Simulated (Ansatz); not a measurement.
System: AlB2-type HfB2. Method: revPBE in Ansatz (plane waves, PAW).

Settings: plane-wave cutoff 520 eV, 24×24×16 k mesh (along the axes of the cell as run), Fermi–Dirac smearing 0.05 eV, scalar-relativistic PAW data made under PBE.

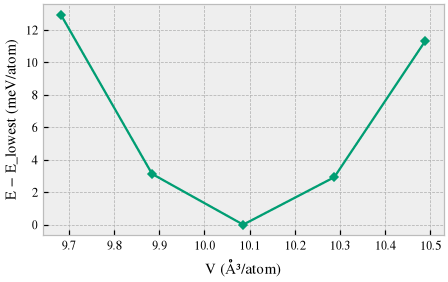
Total energy against volume

Question: From the curve, estimate the equilibrium volume and the bulk modulus.

Answer: V0 ≈ 10.1 Å³/atom and B0 ≈ 240 GPa; the fit gives V0 = 10.086 Å³/atom, B0 = 240 GPa, B′ = 3.9.

Shape and atoms are relaxed at each volume.

Measured, for comparison: bulk modulus 282 GPa (room temperature, not corrected to a static lattice, hydrostatic curve from radial diffraction; as tabulated in Experimental and computational studies of compression and deformation behavior …); equilibrium volume per atom 9.91 Å³/atom (room temperature, not corrected to a static lattice; as tabulated in Burrage et al. (2022), doi:10.3390/ma15082762). Computed (rounded) less measured: bulk modulus -15 %, equilibrium volume per atom +1.8 %.

Note: the bulk modulus comes from volumes at which shape and atoms were relaxed.

Spin–orbit coupling is not included.

Static lattice: no zero-point or thermal effects.

Ansatz is a first-principles code.
